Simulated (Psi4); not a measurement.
**B2PLYP/def2-SVPD (density fitting for correlation) run of CHCl2F (dichlorofluoromethane)**

What is the vertical singlet–triplet gap of CHCl2F (dichlorofluoromethane) at B2PLYP/def2-SVPD (density fitting for correlation)? 

The results are computed with Psi4 1.11.

2 further runs of the same task are left out: 2 set aside as unsound or not needed.

## (1) The structure to begin with

CHCl2F has 5 atoms, charge 0, and is taken as a singlet. As SMILES, `FC(Cl)Cl`. The coordinates come from a PBE0-D4/def2-TZVP relaxation.

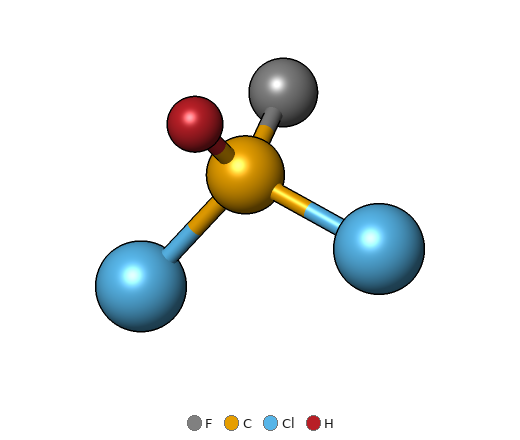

Viewed from a chosen angle; fluorine grey, carbon amber, chlorine blue, hydrogen red.

## (2) The energy at B2PLYP/def2-SVPD (density fitting for correlation)

input.in

```
memory 1600 MB

molecule geom {
  F
  C 1 R2
  Cl 2 R3 1 A3
  Cl 2 R4 1 A4 3 D4
  H 2 R5 1 A5 3 D5

  R2 = 1.340442
  R3 = 1.759121
  A3 = 109.44472
  R4 = 1.759127
  A4 = 109.44475
  D4 = 122.53864
  R5 = 1.087692
  A5 = 109.65805
  D5 = -118.72859
  symmetry c1
  no_reorient
  no_com
}

set reference rks
set puream true
set e_convergence 1e-09
set d_convergence 1e-08
set scf_type pk
set dft_radial_points 99
set dft_spherical_points 590
set num_frozen_docc 12

E, wfn = energy("b2plyp/def2-SVPD", return_wfn=True)
```

On the command line:

```console
$ psi4 -i input.in -o input.out -n 1
```

input.out:

```text
[...]
  Running in c1 symmetry.
[...]
  Nuclear repulsion =  211.954273436099840
[...]
  Multiplicity = 1
[...]
  Nalpha       = 25
  Nbeta        = 25
[...]
    Number of basis functions: 105
[...]
   @RKS iter   1: -1057.91853280049622   -3.83139e-02   3.00672e-03 DIIS/ADIIS
[...]
   @RKS iter  11: -1057.95834099932972   -1.36424e-12   2.63157e-09 DIIS
[...]
    Orbital Energies [Eh]
    ---------------------
    Doubly Occupied:
       1A   -102.924563     2A   -102.924510     3A    -25.417754
       4A    -10.847150     5A     -9.954984     6A     -9.954957
       7A     -7.601881     8A     -7.601867     9A     -7.594249
      10A     -7.594246    11A     -7.594120    12A     -7.594106
      13A     -1.424701    14A     -1.043118    15A     -0.969963
      16A     -0.783025    17A     -0.669113    18A     -0.623818
      19A     -0.622469    20A     -0.508176    21A     -0.492664
      22A     -0.427333    23A     -0.404731    24A     -0.400174
      25A     -0.386476
[...]
  @RKS Final Energy: -1057.95834099932972
   => Energetics <=
    Nuclear Repulsion Energy =            211.9542734360998395
    One-Electron Energy =               -1882.3379856774301970
    Two-Electron Energy =                 647.1021284140351781
    DFT Exchange-Correlation Energy =     -34.6767571720344989
    Empirical Dispersion Energy =           0.0000000000000000
    VV10 Nonlocal Energy =                  0.0000000000000000
    Total Energy =                      -1057.9583409993297209
[...]
 Multipole Moments:
 ------------------------------------------------------------------------------------
     Multipole            Electronic (a.u.)      Nuclear  (a.u.)        Total (a.u.)
 ------------------------------------------------------------------------------------
 L = 1.  Multiply by 2.5417464519 to convert [e a0] to [Debye]
 Dipole X            :          0.8581575           -1.2574498           -0.3992924
 Dipole Y            :         -0.4703835            0.6892668            0.2188834
 Dipole Z            :         -0.5473011            0.8210959            0.2737949
 Magnitude           :                                                    0.5313266
[...]
```

It took 11 s on 1 thread of Intel Xeon 6975P-C (Granite Rapids), shared host; peak memory 0.62 GiB.

## (3) The triplet at the same level

chcl2f.py

```python
import psi4

psi4.set_memory(1600000000)
psi4.set_num_threads(1)
psi4.core.set_output_file('run.log', False)

geom = psi4.geometry("""
0 3
F     -0.590600     0.132500     1.230400
C      0.006400     0.099400     0.030700
Cl     1.459900    -0.886800     0.126900
Cl    -1.120400    -0.525200    -1.167100
H      0.294600     1.106400    -0.262500
symmetry c1
""")

psi4.set_options({
    'basis': 'def2-SVPD',
    'reference': 'uks',
    'puream': True,
    'e_convergence': 1e-09,
    'd_convergence': 1e-08,
    'scf_type': 'pk',
    'dft_radial_points': 99,
    'dft_spherical_points': 590,
    'num_frozen_docc': 12,
    'maxiter': 200,
})

e = psi4.energy("b2plyp")
print(f'b2plyp energy: {e:.10f} Eh')
for k, v in sorted(psi4.core.scalar_variables().items()):
    print(f'{k:45s} {v:18.10f}')
```

On the command line:

```console
$ python chcl2f.py
```

run.log:

```text
[...]
  Running in c1 symmetry.
[...]
  Nuclear repulsion =  211.954260524294256
[...]
  Multiplicity = 3
[...]
  Nalpha       = 26
  Nbeta        = 24
[...]
    Number of basis functions: 105
[...]
   @UKS iter   1: -1057.67049356964412    2.09725e-01   2.62563e-03 ADIIS/DIIS
[...]
   @UKS iter  23: -1057.70546727187434   -6.59384e-12   7.84785e-09 DIIS
[...]
   @S^2 Observed:                2.014051945E+00
[...]
    Orbital Energies [Eh]
    ---------------------
    Alpha Occupied:
       1A   -102.964725     2A   -102.964671     3A    -25.406086
       4A    -10.774788     5A     -9.991695     6A     -9.991671
       7A     -7.643150     8A     -7.643139     9A     -7.634336
      10A     -7.634324    11A     -7.628249    12A     -7.628239
      13A     -1.412577    14A     -1.072224    15A     -1.009252
      16A     -0.790228    17A     -0.656217    18A     -0.642374
      19A     -0.623371    20A     -0.522534    21A     -0.504263
      22A     -0.465450    23A     -0.451407    24A     -0.431076
      25A     -0.423283    26A     -0.140002
    Alpha Virtual:
[...]
  @UKS Final Energy: -1057.70546727187434
   => Energetics <=
    Nuclear Repulsion Energy =            211.9542605242942557
    One-Electron Energy =               -1881.5393936214800306
    Two-Electron Energy =                 646.5582560692997731
    DFT Exchange-Correlation Energy =     -34.6785902439885021
    Empirical Dispersion Energy =           0.0000000000000000
    VV10 Nonlocal Energy =                  0.0000000000000000
    Total Energy =                      -1057.7054672718743404
[...]
 Multipole Moments:
 ------------------------------------------------------------------------------------
     Multipole            Electronic (a.u.)      Nuclear  (a.u.)        Total (a.u.)
 ------------------------------------------------------------------------------------
 L = 1.  Multiply by 2.5417464519 to convert [e a0] to [Debye]
 Dipole X            :         -0.3815191            0.5410048            0.1594857
 Dipole Y            :         -0.9740636            1.4021284            0.4280648
 Dipole Z            :          0.4886455           -0.6868901           -0.1982446
 Magnitude           :                                                    0.4979720
[...]
```

The script printed:

```text
b2plyp energy: -1057.9192427768 Eh
B2PLYP DOUBLE-HYBRID CORRECTION ENERGY             -0.2137755050
B2PLYP TOTAL ENERGY                             -1057.9192427768
CURRENT ENERGY                                  -1057.9192427768
CURRENT REFERENCE ENERGY                        -1057.7054672719
DD SOLVATION ENERGY                                 0.0000000000
DFT FUNCTIONAL TOTAL ENERGY                     -1057.7054672719
DFT TOTAL ENERGY                                -1057.9192427768
DFT VV10 ENERGY                                     0.0000000000
DFT XC ENERGY                                     -34.6785902440
DOUBLE-HYBRID CORRECTION ENERGY                    -0.2137755050
GRID ELECTRONS ALPHA                               26.0000000734
GRID ELECTRONS BETA                                24.0000000753
GRID ELECTRONS TOTAL                               50.0000001487
NUCLEAR REPULSION ENERGY                          211.9542605243
ONE-ELECTRON ENERGY                             -1881.5393936215
PCM POLARIZATION ENERGY                             0.0000000000
PE ENERGY                                           0.0000000000
SCF ITERATION ENERGY                            -1057.7054672719
SCF ITERATIONS                                     23.0000000000
SCF TOTAL ENERGY                                -1057.7054672719
TWO-ELECTRON ENERGY                               646.5582560693
XC GRID RADIAL POINTS                              99.0000000000
XC GRID SPHERICAL POINTS                          590.0000000000
XC GRID TOTAL POINTS                           280666.0000000000
```

Run time: 28 s. Hardware: 1 thread of Intel Xeon 6975P-C (Granite Rapids), shared host; peak memory 0.63 GiB.

## (4) What came out

At B2PLYP/def2-SVPD (density fitting for correlation), 12 core orbitals frozen:

| quantity | value |
| --- | --- |
| singlet: total energy | -1058.16606 Eh |
| singlet: HOMO energy (SCF part's orbitals) | -10.52 eV |
| singlet: LUMO energy (SCF part's orbitals) | 0.77 eV |
| singlet: HOMO–LUMO gap (SCF part's orbitals) | 11.28 eV |
| triplet: total energy | -1057.91924 Eh |
| triplet: HOMO energy (SCF part's orbitals) (highest over α and β) | -3.81 eV |
| triplet: ⟨S²⟩ | 2.014 |
| vertical energy of the triplet above the singlet | 6.716 eV |

At this shape the triplet lies 6.72 eV (155 kcal/mol) above the singlet.
